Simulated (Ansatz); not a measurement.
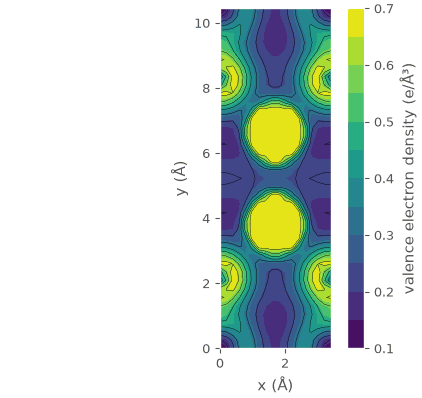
Figure. Valence electron density (e/Å³), cut off at 0.7 on a lattice plane, r²SCAN in the plane-wave PAW code Ansatz

Task: Which of these materials gives this?
(A) BAs, NiAs type
(B) AlCo3B, anti-perovskite
(C) Ti4SnS8, P-3m1 (Pearson symbol hP13)
(D) Ti2SiB2, Cmmm (Si on 2a, Ti on 4j, B on 4i)

Result: D, Ti2SiB2, Cmmm (Si on 2a, Ti on 4j, B on 4i). Atoms in the plane, in fractions of its two edges: Si at (0.00, 0.00), Ti at (0.50, 0.36), Ti at (0.50, 0.64), B at (0.00, 0.21), B at (0.00, 0.79).

The density is the valence pseudo-density with augmentation charge, so density and ELF within about 1 Å of a nucleus are not all-electron values.

The start of the workflow was typed in or built on a structure type; neither database checked (COD, Materials Project) lists it. Its standing as an ambient phase is unchecked. The r²SCAN relaxation kept the symmetry of its start; its stability against distortions is not shown here. No spin polarisation was allowed.

Potentials: the earlier of the program's two PAW sets. The files were generated under PBE; for other functionals the program regenerates the frozen cores, and for LDA and PBEsol the local potential too.
